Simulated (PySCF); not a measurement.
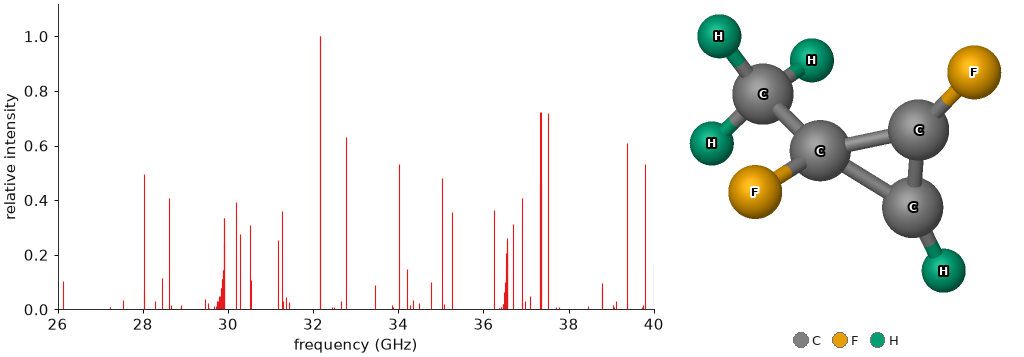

C₄H₄F₂, SMILES C[C@@]1(F)C=C1F. Simulated rotational absorption lines between 26 and 40 GHz at 5 K: rigid rotor with the equilibrium constants and dipole of one optimised conformer (PBE0-D3(BJ)/def2-SVP, PySCF 2.14.0), commonest isotopes; no centrifugal distortion, hyperfine structure, internal rotation or nuclear-spin weights; lines within 1 MHz of each other are summed.

Q: What are the rotational constants, and what kind of rotor is it?

A: Rotational constants A, B, C = 5.915, 2.673, 2.506 GHz; Ray's κ = −0.90, a near-prolate asymmetric top.

Q: Which dipole components drive the lines?

A:
|μa|, |μb|, |μc| = 0.01, 1.52, 1.19 D; b-type lines carry 66 % of the intensity in this range.

Known limits of this run: coarse grid, loose stop and no frequency check, small forces are noise and the end may be a saddle.
